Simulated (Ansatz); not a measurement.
Consider this structure, SbMo.

```yaml
crystal:
  lattice:
    - [5.45067, 0.00000, 0.00000]
    - [0.00000, 5.45067, 0.00000]
    - [0.00000, 0.00000, 5.45067]
  atoms:
    - { symbol: Mo, position: [0.50000, 0.00000, 0.00000] }
    - { symbol: Sb, position: [0.00000, 0.00000, 0.00000] }
    - { symbol: Mo, position: [0.50000, 0.50000, 0.50000] }
    - { symbol: Sb, position: [0.00000, 0.50000, 0.50000] }
    - { symbol: Mo, position: [0.00000, 0.00000, 0.50000] }
    - { symbol: Sb, position: [0.50000, 0.00000, 0.50000] }
    - { symbol: Mo, position: [0.00000, 0.50000, 0.00000] }
    - { symbol: Sb, position: [0.50000, 0.50000, 0.00000] }
```

Structure used: the input geometry of an electronic-structure calculation (not necessarily at equilibrium); the starting structure was generated, so it need not be a known form of this composition.

### Where will the first 2 clear peaks of its X-ray PDF lie (peak width σ = 0.10 Å), and from which pairs do they come?

1. 2.73 Å: Mo–Sb at 2.73 Å
2. 3.85 Å: Sb–Sb at 3.85 Å; Mo–Mo at 3.85 Å

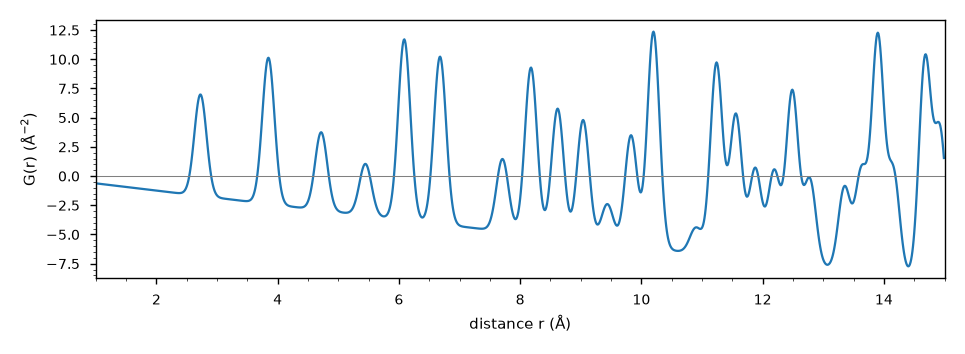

Computed X-ray G(r), with each pair weighted by the product of the atomic numbers (X-ray weights at Q = 0) and a uniform peak width σ = 0.10 Å, damped by exp(−(Q_damp r)²/2) with Q_damp = 0.020 Å⁻¹.
